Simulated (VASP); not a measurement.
# Ni3Pt: structure and properties in VASP, part 8 of 15

What structure does Ni3Pt take at this level, and what are its properties? The start is a computed cell from the Materials Project.

VASP 6.6.1, plane waves and PAW; the level of theory is named at each step.

Still holding for the runs below: The magnetic order is the lowest of the few collinear ones that converged above; longer or canted patterns were not tried. The k-mesh is coarse for a metal.

So far, largest spin moment in the PAW sphere (μB): step 2 (magnetic order: ferromagnetic) 0.877; step 4 (magnetic order: antiferromagnetic, q = (0, 0, 1/2)) 0.736; step 5 (magnetic order: antiferromagnetic, q = (1/2, 1/2, 1/2)) 0.583; step 6 (magnetic order: antiferromagnetic, q = (1/2, 1/2, 0)) 0.708; step 8 (relaxing cell and atoms (r2SCAN + rVV10)) 0.874.

### 9. Single point with fields (r2SCAN + rVV10)

Level of this step: r2SCAN with rVV10, spin-polarised from a ferromagnetic start; plane waves and PAW (Ni, Pt) (VASP).

The relaxed cell gets a fresh self-consistent run, on a basis set for its own volume, to fix the density and to check the remaining stress.

Contents of INCAR:

```
SYSTEM = Ni3Pt
PREC = Accurate
ENCUT = 400
EDIFF = 1E-06
NELM = 100
ISMEAR = 1
SIGMA = 0.2
LREAL = .FALSE.
ALGO = Normal
METAGGA = R2SCAN
LUSE_VDW = .TRUE.
IVDW_NL = 2
BPARAM = 11.95
CPARAM = 0.0093
LASPH = .TRUE.
NBANDS = 30
ISPIN = 2
MAGMOM = 0.88 0.88 0.88 0.34
LMAXMIX = 4
LORBIT = 11
LWAVE = .FALSE.
LCHARG = .TRUE.
ISIF = 2
LELF = .TRUE.
LVHAR = .TRUE.
```

Contents of POSCAR:

```
Ni3Pt
1.0
    3.6126604685      0.0000000000      0.0000000000
    0.0000000000      3.6126604685      0.0000000000
    0.0000000000      0.0000000000      3.6126604685
Ni Pt
3 1
Direct
    0.5000000000      0.0000000000      0.5000000000
    0.0000000000      0.5000000000      0.5000000000
    0.5000000000      0.5000000000      0.0000000000
    0.0000000000      0.0000000000      0.0000000000
```

Contents of KPOINTS:

```
Automatic mesh
0
Gamma
6 6 6
0 0 0
```

Potentials, in the order of the species: Ni and Pt (PBE family, release 64).

Started as:

```console
$ mpirun -np 8 vasp_std
```

Output:

```text
[banner, memory and clock lines left out]
running    8 mpi-ranks, on    1 nodes
 distrk:  each k-point on    8 cores,    1 groups
 distr:  one band on    1 cores,    8 groups

 POSCAR found type information on POSCAR NiPt
 POSCAR found :  2 types and       4 ions
 [... a notice as in an earlier step ...]

 [... a notice as in an earlier step ...]

 [... a notice as in an earlier step ...]

 LDA part: xc-table for (None), standard interpolation
|                                                                             |
|           W    W    AA    RRRRR   N    N  II  N    N   GGGG   !!!           |
|           W    W   A  A   R    R  NN   N  II  NN   N  G    G  !!!           |
|           W    W  A    A  R    R  N N  N  II  N N  N  G       !!!           |
|           W WW W  AAAAAA  RRRRR   N  N N  II  N  N N  G  GGG   !            |
|           WW  WW  A    A  R   R   N   NN  II  N   NN  G    G                |
|           W    W  A    A  R    R  N    N  II  N    N   GGGG   !!!           |
|                                                                             |
|     The number of bands has been changed from the values supplied in        |
|     The orbitals not found in the WAVECAR file will be initialized with     |
|     random numbers, which is usually adequate. For correlated               |
|     calculations, however, you should redo the groundstate calculation.     |
|     I found NBANDS = 30. Now, NBANDS = 32.                                  |
|                                                                             |

 POSCAR, INCAR and KPOINTS ok, starting setup
 FFT: planning ... GRIDC
 FFT: planning ... GRID_SOFT
 FFT: planning ... GRID
 WAVECAR not read
 entering main loop
       N       E                     dE             d eps       ncg     rms          rms(c)
Total rVV10 correction in eV:      0.9580464    45.9826634
DAV:   1     0.183296765012E+03    0.18330E+03   -0.15113E+04  2688   0.141E+03
DAV:   2    -0.800515609843E+02   -0.26335E+03   -0.24451E+03  2592   0.309E+02
DAV:   3    -0.967148941457E+02   -0.16663E+02   -0.16001E+02  2928   0.951E+01
DAV:   4    -0.969888874546E+02   -0.27399E+00   -0.27376E+00  2880   0.118E+01
Total rVV10 correction in eV:      0.8743511    45.9826664
DAV:   6    -0.906385970282E+02    0.63615E+01   -0.31047E+01  2888   0.101E+02    0.246E+01
Total rVV10 correction in eV:      0.8917582    45.9826670
DAV:   7    -0.870346202945E+02    0.36040E+01   -0.22522E+01  3184   0.713E+01    0.873E+00
Total rVV10 correction in eV:      0.8908522    45.9826666
DAV:   8    -0.868718979083E+02    0.16272E+00   -0.60647E-01  3376   0.941E+00    0.432E+00
Total rVV10 correction in eV:      0.8869607    45.9826667
DAV:   9    -0.868308450481E+02    0.41053E-01   -0.22638E-01  3736   0.697E+00    0.137E+00
Total rVV10 correction in eV:      0.8847011    45.9826667
DAV:  10    -0.868307182941E+02    0.12675E-03   -0.43290E-02  2760   0.192E+00    0.594E-01
Total rVV10 correction in eV:      0.8826001    45.9826667
DAV:  11    -0.868300225876E+02    0.69571E-03   -0.92579E-03  3000   0.839E-01    0.230E-01
Total rVV10 correction in eV:      0.8818196    45.9826667
DAV:  12    -0.868304908515E+02   -0.46826E-03   -0.11151E-03  3128   0.505E-01    0.124E-01
Total rVV10 correction in eV:      0.8819318    45.9826668
DAV:  13    -0.868304775187E+02    0.13333E-04   -0.14346E-04  2888   0.117E-01    0.748E-02
Total rVV10 correction in eV:      0.8820857    45.9826668
DAV:  14    -0.868304866948E+02   -0.91761E-05   -0.52894E-05  3024   0.667E-02    0.274E-02
Total rVV10 correction in eV:      0.8821480    45.9826668
DAV:  15    -0.868304957537E+02   -0.90589E-05   -0.17157E-05  3296   0.425E-02    0.827E-03
Total rVV10 correction in eV:      0.8821521    45.9826668
DAV:  16    -0.868304988926E+02   -0.31389E-05   -0.35769E-06  2552   0.170E-02    0.454E-03
Total rVV10 correction in eV:      0.8821623    45.9826668
DAV:  17    -0.868304998825E+02   -0.98990E-06   -0.48465E-07  1424   0.850E-03
Total rVV10 correction in eV:      0.8821503    45.9826668
Total rVV10 correction in eV:      0.8821582    45.9826668
   1 F= -.86830500E+02 E0= -.86832468E+02  d E =0.590423E-02  mag=     2.8929
```

Elapsed: 65 s, on 8 MPI ranks of AMD EPYC 7R43, shared host; peak memory 0.86 GiB; 8.5 min of CPU time.

OUTCAR, selected parts (step 9):

```text
   k-points           NKPTS =     20   k-points in BZ     NKDIM =     20   number of bands    NBANDS=     32

   ENCUT  =  400.0 eV  29.40 Ry    5.42 a.u.   5.89  5.89  5.89*2*pi/ulx,y,z

   NELECT =      40.0000    total number of electrons

 E-fermi :  10.0636

 spin component 1
 k-point     1 :       0.0000    0.0000    0.0000
  band No.  band energies     occupation
    ...
     17       9.4273      1.00003
     18       9.4273      1.00003
     19       9.7489      1.02431
     20       9.7489      1.02431
     21       9.7489      1.02431
     22      12.3561     -0.00000
     23      12.3561     -0.00000
     24      12.3561     -0.00000
     25      18.4775      0.00000
     26      20.8608      0.00000
    ...

 k-point     2 :       0.1667    0.0000    0.0000
  band No.  band energies     occupation
    ...
     17       9.1255      1.00000
     18       9.1255      1.00000
     19       9.1938      1.00000
     20       9.2912      1.00000
     21       9.7379      1.02176
     22      10.8290     -0.00000
     23      13.5358     -0.00000
     24      13.5358     -0.00000
     25      19.1088      0.00000
     26      20.5495      0.00000
    ...

  Total       -0.0338823     -0.0338823     -0.0338823      0.0000000     -0.0000000      0.0000000
  in kB       -1.1513346     -1.1513346     -1.1513346      0.0000000     -0.0000000      0.0000000
  external PRESSURE =      -1.1513346 kB  Pullay stress =       0.0000000 kB

 POSITION                                       TOTAL-FORCE (eV/Angst)
 -----------------------------------------------------------------------------------
      1.80633      0.00000      1.80633         0.000000      0.000000      0.000000
      0.00000      1.80633      1.80633         0.000000      0.000000      0.000000
      1.80633      1.80633      0.00000         0.000000      0.000000      0.000000
      0.00000      0.00000      0.00000         0.000000      0.000000      0.000000
 -----------------------------------------------------------------------------------
    total drift:                                0.000000     -0.000000     -0.000000

  FREE ENERGIE OF THE ION-ELECTRON SYSTEM (eV)
  ---------------------------------------------------
  free  energy   TOTEN  =       -86.8304998825 eV

  energy  without entropy=      -86.8364041115  energy(sigma->0) =      -86.83246796

 magnetization (x)
# of ion       s       p       d       tot
------------------------------------------
    1       -0.005  -0.029   0.909   0.874
    2       -0.005  -0.029   0.909   0.874
    3       -0.005  -0.029   0.909   0.874
    4       -0.010  -0.052   0.401   0.339
--------------------------------------------------
tot         -0.026  -0.139   3.127   2.962

[... 3 parts as in an earlier step ...]

[... 17 further parts left out ...]
```

With spin, VASP writes an ELF for each channel.

This step gave:

```yaml
electronic_cycles: 17
bands: 32
free_energy_toten: -86.8305 eV
energy_at_zero_smearing: -86.8325 eV
pressure: -0.1151 GPa
```

Valence electrons inside each PAW sphere by angular momentum. Sphere charges, by row:

| atom | s (e) | p (e) | d (e) | tot (e) |
| --- | --- | --- | --- | --- |
| Ni1 | 0.491 | 0.519 | 8.308 | 9.318 |
| Ni2 | 0.491 | 0.519 | 8.308 | 9.318 |
| Ni3 | 0.491 | 0.519 | 8.308 | 9.318 |
| Pt4 | 0.757 | 0.686 | 8.093 | 9.535 |

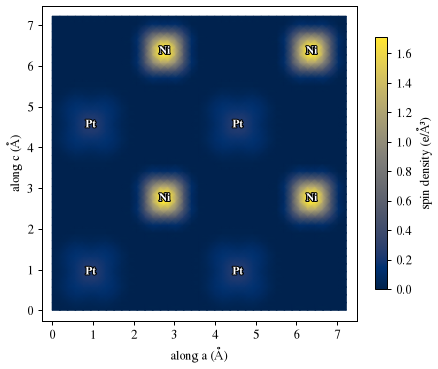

Spin density in the ac plane at fractional y = 0.000, with atoms of Ni and Pt within 0.2 Å of it. The map starts off the cell's origin, so that atoms lie inside it.

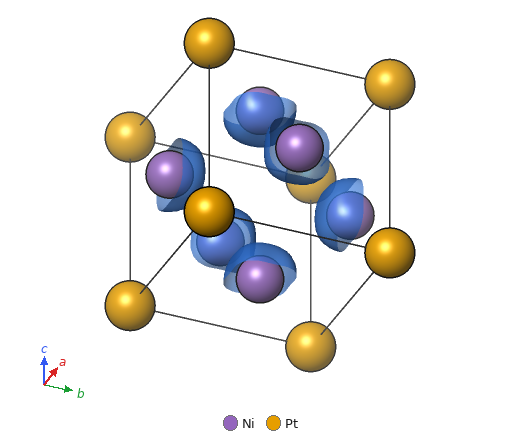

Surface of spin density = 0.22 e/Å³, which holds about 70 % of the integral of its size.

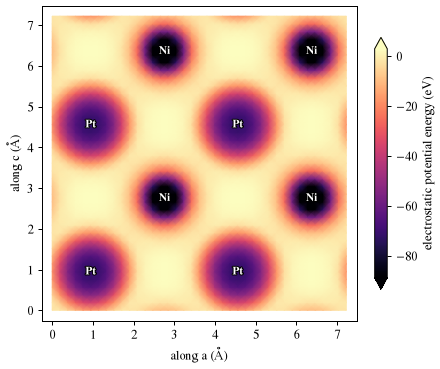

Electrostatic potential energy in the ac plane at fractional y = 0.000, with atoms of Ni and Pt within 0.2 Å of it. With pseudopotentials it is smooth inside the atoms' cores, unlike the true potential. The map starts off the cell's origin, so that atoms lie inside it.

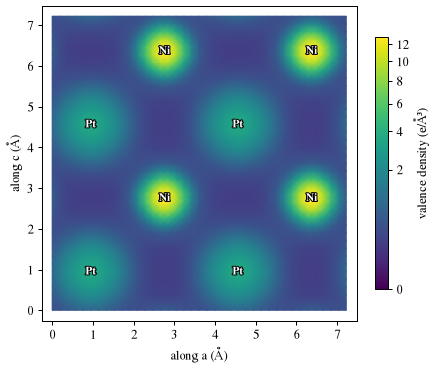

Valence density in the ac plane at fractional y = 0.000, with atoms of Ni and Pt within 0.2 Å of it. It is the smooth field of the valence electrons, not physical close to the nuclei. The map starts off the cell's origin, so that atoms lie inside it. The colour scale is stretched toward low values.

In this run the pressure is -0.12 GPa, small enough to go on.

[end of part 8 of 15]

[Lines on the potential files, build, host, timing and source positions are cut from VASP's logs without a mark.]

[Logs are printed without paths, hosts, clocks, repeated set-up lines and the standing remarks that a program may print on its own settings, such as how far it seeks lower states.]

[Hosts, paths, dates, database ids (printed as entryN), source tags and the programs' standing remarks are cut or masked in the printed files.]

[A measured line is paired with the nearest computed mode of its activity, which favours agreement.]

[In band tables of VASP the shares of atoms and orbitals are scaled to a sum of 1 inside the atoms' spheres.]
